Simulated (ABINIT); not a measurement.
## How the form of the self-energy moves the gap of Cs2InAgCl6 (Fm-3m)

Wanted: the gap of Cs2InAgCl6 (Fm-3m) under several approximations, with cost.

Main program and level: ABINIT 10.8.3; PBEsol and many-body steps on it, plane waves.

**What was measured.**

- Gap 3.3 eV: optical gap from absorption onset near 380 nm, assigned as direct at Gamma; diffuse reflectance with Kubelka-Munk analysis; powder (“Cs2InAgCl6: A new lead-free halide double perovskite with direct band gap”, 2016, arxiv:1611.05426).

## Step 1: The structure

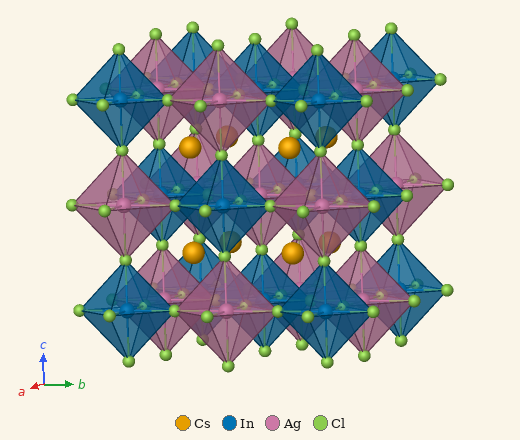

The starting structure, seen slightly off an axis (caesium orange, indium blue, silver pink, chlorine green). This picture shows the conventional cell, with its axes. Some periodic images of atoms are drawn too.

The cell and positions come from the Crystallography Open Database and are kept as given unless a step says otherwise. Spin-orbit coupling is left out unless a step names it.

## Step 2: Empty states on the mesh, 2×2×2 mesh, 288 bands

This step: ABINIT 10.8.3; DFT, PBEsol, plane waves, norm-conserving pseudopotentials.

The sums over transitions need many empty states on a uniform mesh; this step solves for them.

Input file run.abi:

```
acell 3*1.0 Angstrom
rprim 
  0.000000000000 5.234500000000 5.234500000000
  5.234500000000 0.000000000000 5.234500000000
  5.234500000000 5.234500000000 0.000000000000
ntypat 4
znucl 55 49 47 17
natom 10
typat 1 1 2 3 4 4 4 4 4 4
xred 
  0.250000000000 0.250000000000 0.250000000000
  0.750000000000 0.750000000000 0.750000000000
  0.000000000000 0.000000000000 0.000000000000
  0.500000000000 0.500000000000 0.500000000000
  0.760210000000 0.239790000000 0.239790000000
  0.239790000000 0.760210000000 0.239790000000
  0.239790000000 0.760210000000 0.760210000000
  0.760210000000 0.239790000000 0.760210000000
  0.239790000000 0.239790000000 0.760210000000
  0.760210000000 0.760210000000 0.239790000000
pp_dirpath "pseudos"
pseudos "Cs.upf, In.upf, Ag.upf, Cl.upf"
ecut 37
ngkpt 2 2 2
nshiftk 1
shiftk 0 0 0
kptopt 1
chksymbreak 0
iscf -2
irdden 1
istwfk *1
nband 288
nbdbuf 26
tolwfr 1e-09
nstep 60
prtvol 0
indata_prefix "in"
outdata_prefix "out"
tmpdata_prefix "tmp"
```

Launch:

```
$ OMP_NUM_THREADS=1 mpirun -n 8 abinit run.abi > log
```

Numbers of over 12 decimals in the logs are rounded to 6 here.

What it wrote:

```text
.Version 10.8.3 of ABINIT. v10.8.2 released Aug 2026.

 Symmetries : space group Fm -3 m (#225); Bravais cF (face-center cubic)
[... echo of the input left out ...]
== DATASET  1 ==================================================================
-   mpi_nproc: 8, omp_nthreads: 1 (-1 if OMP is not activated)
-    --> not optimal distribution: autoparal keyword recommended in input file <--

--- !DatasetInfo
iteration_state: {dtset: 1, }
dimensions: {natom: 10, nkpt: 3, mband: 288, nsppol: 1, nspinor: 1, nspden: 1, mpw: 20827, }
cutoff_energies: {ecut:  37.0, pawecutdg:  -1.0, }
[...]
1.68751    1.68751    1.68751    1.69709    1.69709    1.70531    1.70531    1.70531
   1.71837    1.71844    1.71875    1.72977    1.73028    1.73102    1.73172    1.73465
 prteigrs : prtvol=0 or 1, do not print more k-points.

== END DATASET(S) ==============================================================
================================================================================

 -outvars: echo values of variables after computation  --------
            nband         288
             nkpt           3
          spgroup         225
 [... the other variables as echoed above ...]

 Calculation completed.
```

It took 13 min on 8 MPI ranks of Intel Xeon Platinum 8488C (Sapphire Rapids), shared host; peak memory 1.4 GiB; 1.8 h of CPU time.

Numbers from this step:

```
gap                                                           : 1.038 eV
k of the valence top                                          : 0, 0, 0
k of the conduction bottom                                    : 0, 0, 0
least direct gap                                              : 1.038 eV
k points computed                                             : 3
lowest point of the top converged band, above the valence top : 41.94 eV
```

On this mesh the gap is 1.038 eV.

The density comes from a self-consistent run that is not shown.

## Step 3: Screening, 2×2×2 mesh, 262 bands, screening to 122.5 eV

The RPA dielectric matrix is built and inverted for each q.

This step: RPA screening on PBEsol, plane waves, norm-conserving pseudopotentials.

run.abi: that of step 2 with these lines changed.

```diff
@@ -28,10 +28,11 @@
 chksymbreak 0
-iscf -2
-irdden 1
 istwfk *1
-nband 288
-nbdbuf 26
-tolwfr 1e-09
-nstep 60
-prtvol 0
+occopt 1
+irdwfk 1
+optdriver 3
+nband 262
+ecuteps 4.5
+inclvkb 2
+awtr 1
+symchi 1
 indata_prefix "in"
```

What it wrote:

```text
.Version 10.8.3 of ABINIT. v10.8.2 released Aug 2026.

 Symmetries : space group Fm -3 m (#225); Bravais cF (face-center cubic)
[... echo of the input left out ...]
== DATASET  1 ==================================================================
-   mpi_nproc: 8, omp_nthreads: 1 (-1 if OMP is not activated)

--- !DatasetInfo
iteration_state: {dtset: 1, }
dimensions: {natom: 10, nkpt: 3, mband: 262, nsppol: 1, nspinor: 1, nspden: 1, mpw: 20827, }
cutoff_energies: {ecut:  37.0, pawecutdg:  -1.0, }
electrons: {nelect:   9.20000000E+01, charge:   0.00000000E+00, occopt:   1.00000000E+00, tsmear:   1.00000000E-02, }

 SCREENING: Calculation of the susceptibility and dielectric matrices

 Based on a program developped by R.W. Godby, V. Olevano, G. Onida, and L. Reining.
 Incorporated in ABINIT by V. Olevano, G.-M. Rignanese, and M. Torrent.
.Using double precision arithmetic ; gwpc =  8

[... cell and pseudopotentials left out ...]
--------------------------------------------------------------------------------

 ==== K-mesh for the wavefunctions ====
 Number of points in the irreducible wedge :     3
[... list of points left out ...]
 Together with 48 symmetry operations and time-reversal symmetry
 yields     8 points in the full Brillouin Zone.

 ==== Q-mesh for the screening function ====
 Number of points in the irreducible wedge :     3
[... list of points left out ...]
 Together with 48 symmetry operations and time-reversal symmetry
 yields     8 points in the full Brillouin Zone.

 setmesh: FFT mesh size selected  =    54x   54x   54
          total number of points  =       157464

 vcoul_init : cutoff-mode = AUXILIARY_FUNCTION
 q-points for optical limit:   1
     1)      0.000010    0.000020    0.000030

- screening: taking advantage of time-reversal symmetry
- Maximum band index for partially occupied states nbvw = 46
- Remaining bands to be divided among processors   nbcw = 216
- Number of bands treated by each node ~27

 Number of electrons calculated from density =   92.0000; Expected =   92.0000
 average of density, n =  0.047526
 r_s =    1.7126
 omega_plasma =   21.0292 [eV]

 calculating chi0 at frequencies [eV] :
  1    0.000000E+00    0.000000E+00
  2    0.000000E+00    2.102923E+01

--------------------------------------------------------------------------------
  q-point number  1        q = ( 0.000000, 0.000000, 0.000000) [r.l.u.]
--------------------------------------------------------------------------------
[... chi0 elements left out ...]
 For q-point:  0.000010 0.000020 0.000030
  dielectric constant =   4.0723
  dielectric constant without local fields =   4.5835

  Average fulfillment of the sum rule on Im[epsilon] for q-point    1 :     59.56  [%]
[... wings left out ...]
  q-point number  2        q = ( 0.500000, 0.000000, 0.000000) [r.l.u.]
--------------------------------------------------------------------------------
[... chi0 elements left out ...]
  Average fulfillment of the sum rule on Im[epsilon] for q-point    2 :     64.58  [%]

 [... 1 further q-points ...]
```

It took 4.4 min on 8 MPI ranks; peak memory 9.5 GiB.

Numbers from this step:

```
ε∞ with local fields, on this mesh, along the program's q direction : 4.072
the same without local fields                                       : 4.583
plasma frequency                                                    : 21.03 eV
plane waves in the screening matrix                                 : 893
```

Local fields lower ε∞ by 11 %. On a Γ-centred mesh this coarse the value itself is usually too large, while a short band sum pulls it down.

## Step 4: G0W0, Godby-Needs plasmon pole

The self-energy is evaluated for the states that the input lists, and the levels follow from it, in one-shot runs by the linearised quasiparticle equation.

This step: G0W0 on PBEsol, plane waves, norm-conserving pseudopotentials.

run.abi: that of step 3 with these lines changed.

```diff
@@ -31,8 +31,15 @@
 irdwfk 1
-optdriver 3
+optdriver 4
 nband 262
+gwcalctyp 0
+ecutsigx 37
+symsigma 1
+nkptgw 1
+kptgw 
+  0.0000000000 0.0000000000 0.0000000000
+bdgw 
+  45 48
 ecuteps 4.5
-inclvkb 2
-awtr 1
-symchi 1
+irdscr 1
+ppmodel 1
 indata_prefix "in"
```

What it wrote:

```text
.Version 10.8.3 of ABINIT. v10.8.2 released Aug 2026.

 Symmetries : space group Fm -3 m (#225); Bravais cF (face-center cubic)
[... echo of the input left out ...]
== DATASET  1 ==================================================================
-   mpi_nproc: 8, omp_nthreads: 1 (-1 if OMP is not activated)

--- !DatasetInfo
iteration_state: {dtset: 1, }
dimensions: {natom: 10, nkpt: 3, mband: 262, nsppol: 1, nspinor: 1, nspden: 1, mpw: 20827, }
cutoff_energies: {ecut:  37.0, pawecutdg:  -1.0, }
electrons: {nelect:   9.20000000E+01, charge:   0.00000000E+00, occopt:   1.00000000E+00, tsmear:   1.00000000E-02, }

 SIGMA: Calculation of the GW corrections

 Based on a program developped by R.W. Godby, V. Olevano, G. Onida, and L. Reining.
 Incorporated in ABINIT by V. Olevano, G.-M. Rignanese, and M. Torrent.
.Using double precision arithmetic ; gwpc =  8

[... cell and pseudopotentials left out ...]
--------------------------------------------------------------------------------

 ==== K-mesh for the wavefunctions ====
 Number of points in the irreducible wedge :     3
[... list of points left out ...]
 Together with 48 symmetry operations and time-reversal symmetry
 yields     8 points in the full Brillouin Zone.

 ==== Q-mesh for screening function ====
 Number of points in the irreducible wedge :     3
[... list of points left out ...]
 Together with 48 symmetry operations and time-reversal symmetry
 yields     8 points in the full Brillouin Zone.

 vcoul_init : cutoff-mode = AUXILIARY_FUNCTION
 q-points for optical limit:   1
     1)      0.000010    0.000020    0.000030
 setmesh: FFT mesh size selected  =    80x   80x   80
          total number of points  =       512000

 Number of electrons calculated from density =   92.0000; Expected =   92.0000
 average of density, n =  0.047526
 r_s =    1.7126
 omega_plasma =   21.0292 [eV]

 === KS Band Gaps ===
  >>>> For spin  1
   Minimum direct gap =   1.0385 [eV], located at k-point      :   0.0000  0.0000  0.0000
   Fundamental gap    =   1.0385 [eV], Top of valence bands at :   0.0000  0.0000  0.0000
                                       Bottom of conduction at :   0.0000  0.0000  0.0000
 SIGMA fundamental parameters:
 PLASMON POLE MODEL  1
 number of plane-waves for SigmaX                20827
 number of plane-waves for SigmaC and W            893
 number of plane-waves for wavefunctions         20827
 number of bands                                   262
 number of independent spin polarizations            1
 number of spinorial components                      1
 number of k-points in IBZ                           3
 number of q-points in IBZ                           3
 number of symmetry operations                      48
 number of k-points in BZ                            8
 number of q-points in BZ                            8
 number of frequencies for dSigma/dE                 9
 frequency step for dSigma/dE [eV]                0.25
 number of omega for Sigma on real axis              0
 max omega for Sigma on real axis  [eV]           0.00
 zcut for avoiding poles [eV]                     0.10

 EPSILON^-1 parameters (SCR file):
 dimension of the eps^-1 matrix on file            893
 dimension of the eps^-1 matrix used               893
 number of plane-waves for wavefunctions         20827
 number of bands                                   262
 number of q-points in IBZ                           3
 number of frequencies                               2
 number of real frequencies                          1
 number of imag frequencies                          1

 matrix elements of self-energy operator (all in [eV])

 Perturbative Calculation

--- !SelfEnergy_ee
iteration_state: {dtset: 1, }
kpoint     : [   0.000,    0.000,    0.000, ]
spin       : 1
KS_gap     :    1.039
QP_gap     :    2.629
Delta_QP_KS:    1.590
data: !SigmaeeData |
     Band     E0 <VxcDFT>   SigX SigC(E0)      Z dSigC/dE  Sig(E)    E-E0       E
       45   2.000 -20.134 -24.310   3.634   0.789  -0.268 -20.561  -0.427   1.573
       46   2.000 -20.134 -24.310   3.634   0.789  -0.268 -20.561  -0.427   1.573
       47   3.039 -12.327  -8.154  -2.764   0.825  -0.212 -11.165   1.163   4.202
       48   7.082  -7.675  -3.449  -3.181   0.855  -0.170  -6.782   0.894   7.976

== END DATASET(S) ==============================================================
================================================================================

 -outvars: echo values of variables after computation  --------
           etotal      0.0000000000E+00
            nband         262
             nkpt           3
          spgroup         225
 [... the other variables as echoed above ...]

 Calculation completed.
```

The job ended after 27 s (8 MPI ranks; peak memory 5.4 GiB; 3.5 min of CPU time).

Numbers from this step:

```yaml
g0w0_gap_on_the_points_computed: 2.629 eV
starting_gap_on_the_mesh: 1.038 eV
k_of_the_valence_top: 0, 0, 0
k_of_the_conduction_bottom: 0, 0, 0
z_at_the_valence_top: 0.789
z_at_the_conduction_bottom: 0.825
least_direct_g0w0_gap_on_the_computed_points: 2.629 eV
```

The gap on the mesh goes from 1.04 eV to 2.63 eV, a correction of +1.59 eV.

## Step 5: G0W0, Hybertsen-Louie plasmon pole

run.abi: that of step 4 with these lines changed.

```diff
@@ -43,3 +43,3 @@
 irdscr 1
-ppmodel 1
+ppmodel 2
 indata_prefix "in"
```

What it wrote:

```text
.Version 10.8.3 of ABINIT. v10.8.2 released Aug 2026.

 Symmetries : space group Fm -3 m (#225); Bravais cF (face-center cubic)
[... echo of the input left out ...]
== DATASET  1 ==================================================================
-   mpi_nproc: 8, omp_nthreads: 1 (-1 if OMP is not activated)

--- !DatasetInfo
iteration_state: {dtset: 1, }
dimensions: {natom: 10, nkpt: 3, mband: 262, nsppol: 1, nspinor: 1, nspden: 1, mpw: 20827, }
cutoff_energies: {ecut:  37.0, pawecutdg:  -1.0, }
electrons: {nelect:   9.20000000E+01, charge:   0.00000000E+00, occopt:   1.00000000E+00, tsmear:   1.00000000E-02, }

 SIGMA: Calculation of the GW corrections

 Based on a program developped by R.W. Godby, V. Olevano, G. Onida, and L. Reining.
 Incorporated in ABINIT by V. Olevano, G.-M. Rignanese, and M. Torrent.
.Using double precision arithmetic ; gwpc =  8

[... cell and pseudopotentials left out ...]
--------------------------------------------------------------------------------

 ==== K-mesh for the wavefunctions ====
 Number of points in the irreducible wedge :     3
[... list of points left out ...]
 Together with 48 symmetry operations and time-reversal symmetry
 yields     8 points in the full Brillouin Zone.

 ==== Q-mesh for screening function ====
 Number of points in the irreducible wedge :     3
[... list of points left out ...]
 Together with 48 symmetry operations and time-reversal symmetry
 yields     8 points in the full Brillouin Zone.

 vcoul_init : cutoff-mode = AUXILIARY_FUNCTION
 q-points for optical limit:   1
     1)      0.000010    0.000020    0.000030
 setmesh: FFT mesh size selected  =    80x   80x   80
          total number of points  =       512000

 Number of electrons calculated from density =   92.0000; Expected =   92.0000
[...]
number of k-points in IBZ                           3
 number of q-points in IBZ                           3
 number of symmetry operations                      48
 number of k-points in BZ                            8
 number of q-points in BZ                            8
 number of frequencies for dSigma/dE                 9
 frequency step for dSigma/dE [eV]                0.25
 number of omega for Sigma on real axis              0
 max omega for Sigma on real axis  [eV]           0.00
 zcut for avoiding poles [eV]                     0.10

 EPSILON^-1 parameters (SCR file):
 dimension of the eps^-1 matrix on file            893
 dimension of the eps^-1 matrix used               893
 number of plane-waves for wavefunctions         20827
 number of bands                                   262
 number of q-points in IBZ                           3
 number of frequencies                               2
 number of real frequencies                          1
 number of imag frequencies                          1

 matrix elements of self-energy operator (all in [eV])

 Perturbative Calculation

--- !SelfEnergy_ee
iteration_state: {dtset: 1, }
kpoint     : [   0.000,    0.000,    0.000, ]
spin       : 1
KS_gap     :    1.039
QP_gap     :    2.567
Delta_QP_KS:    1.528
data: !SigmaeeData |
     Band     E0 <VxcDFT>   SigX SigC(E0)      Z dSigC/dE  Sig(E)    E-E0       E
       45   2.000 -20.134 -24.310   3.487   0.853  -0.173 -20.722  -0.587   1.413
       46   2.000 -20.134 -24.310   3.487   0.853  -0.173 -20.722  -0.587   1.413
       47   3.039 -12.327  -8.154  -3.089   0.868  -0.152 -11.387   0.941   3.980
       48   7.082  -7.675  -3.449  -3.376   0.883  -0.133  -6.925   0.751   7.832

== END DATASET(S) ==============================================================
================================================================================

 -outvars: echo values of variables after computation  --------
           etotal      0.0000000000E+00
            nband         262
             nkpt           3
          spgroup         225
 [... the other variables as echoed above ...]

 Calculation completed.
```

Run time: 28 s. Hardware: 8 MPI ranks; peak memory 5.4 GiB.

Numbers from this step:

| Item | Value |
| --- | --- |
| G0W0 gap on the points computed | 2.567 eV |
| starting gap on the mesh | 1.038 eV |
| k of the valence top | 0, 0, 0 |
| k of the conduction bottom | 0, 0, 0 |
| Z at the valence top | 0.853 |
| Z at the conduction bottom | 0.868 |
| least direct G0W0 gap on the computed points | 2.567 eV |

Against G0W0 in ABINIT (2×2×2 mesh, 262 bands, screening to 122.5 eV, Godby-Needs plasmon pole), the gap moves by −0.062 eV.

## Step 6: G0W0, von der Linden-Horsch plasmon pole

run.abi: that of step 5 with these lines changed.

```diff
@@ -43,3 +43,3 @@
 irdscr 1
-ppmodel 2
+ppmodel 3
 indata_prefix "in"
```

What it wrote:

```text
.Version 10.8.3 of ABINIT. v10.8.2 released Aug 2026.

 Symmetries : space group Fm -3 m (#225); Bravais cF (face-center cubic)
[... echo of the input left out ...]
== DATASET  1 ==================================================================
-   mpi_nproc: 8, omp_nthreads: 1 (-1 if OMP is not activated)

--- !DatasetInfo
iteration_state: {dtset: 1, }
dimensions: {natom: 10, nkpt: 3, mband: 262, nsppol: 1, nspinor: 1, nspden: 1, mpw: 20827, }
cutoff_energies: {ecut:  37.0, pawecutdg:  -1.0, }
[...]
46   2.000 -20.134 -24.310   3.589   0.852  -0.173 -20.635  -0.500   1.500
       47   3.039 -12.327  -8.154  -3.094   0.874  -0.144 -11.384   0.944   3.983
       48   7.082  -7.675  -3.449  -3.429   0.899  -0.113  -6.959   0.716   7.798

== END DATASET(S) ==============================================================
================================================================================

 -outvars: echo values of variables after computation  --------
           etotal      0.0000000000E+00
            nband         262
             nkpt           3
          spgroup         225
 [... the other variables as echoed above ...]

 Calculation completed.
```

Run time: 56 s. Hardware: 8 MPI ranks; peak memory 4.7 GiB.

Numbers from this step:

```yaml
g0w0_gap_on_the_points_computed: 2.483 eV
starting_gap_on_the_mesh: 1.038 eV
k_of_the_valence_top: 0, 0, 0
k_of_the_conduction_bottom: 0, 0, 0
least_direct_g0w0_gap_on_the_computed_points: 2.483 eV
```

Against G0W0 in ABINIT (2×2×2 mesh, 262 bands, screening to 122.5 eV, Godby-Needs plasmon pole), the gap moves by −0.146 eV.

(Part 1 of 3 ends here.)

[Paths, hosts, dates, memory and timing lines, banners, echoed tables and standing remarks are left out of the program output.]

[Logs are printed without paths, hosts, clocks, repeated set-up lines and the standing remarks that a program may print on its own settings, such as how far it seeks lower states.]

[Runs of the session that timed out or met a known fault of the program may be left out.]

[Hosts, paths, dates, database ids (printed as entryN), source tags and the programs' standing remarks are cut or masked in the printed files.]

[G0W0 gaps are taken among the corrected bands and points alone; a level outside them can change the order at an edge.]

[Where Ansatz stands beside ABINIT at settings called matched, ABINIT's density can come from a denser mesh and the files from another edition; pairs whose starting gaps differed by over 0.03 eV were left out, so agreement reads better than it is.]
